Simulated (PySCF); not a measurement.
Molecule: SMILES O=C(c1ccccc1)c1ccco1 (C11H8O2). Atoms near the plane z = 0.0 Å, at the GFN2-xTB optimised geometry (x, y, z in Å): O1 (-1.8, -1.0, 0.6), C2 (-1.3, -0.1, 0.0), C3 (0.2, 0.0, 0.0), C4 (0.9, -1.2, 0.0), C5 (2.3, -1.2, 0.0), C6 (3.0, 0.0, 0.0), C7 (2.3, 1.2, 0.0), C8 (0.9, 1.2, 0.0), C9 (-2.0, 1.0, -0.7), C10 (-3.4, 1.2, -0.8), H14 (0.4, -2.1, 0.0), H15 (2.9, -2.1, 0.0), H16 (4.1, 0.0, 0.0), H17 (2.9, 2.1, 0.0), H18 (0.4, 2.1, 0.0), H19 (-4.1, 0.6, -0.2).

Method: B3LYP/def2-SVP (PySCF). Cells within 0.4 Å of a nucleus heavier than hydrogen are left out (blank, or x). The values are rescaled to run from 0 to 1.

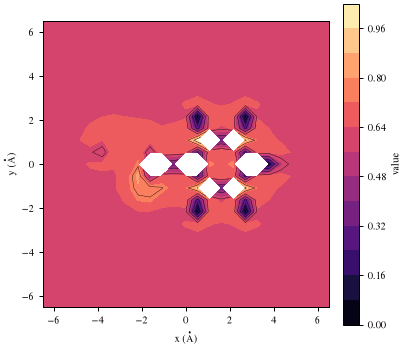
*a field on the plane z = 0.0 Å.*

Q: Which quantity is mapped?
A. an orbital amplitude
B. electrostatic potential
C. Laplacian of the electron density
D. deformation density (molecule minus spherical neutral atoms)

A: C, Laplacian of the electron density. In full: Laplacian of the electron density (e/bohr⁵), clipped to [-1.50, 1.50].
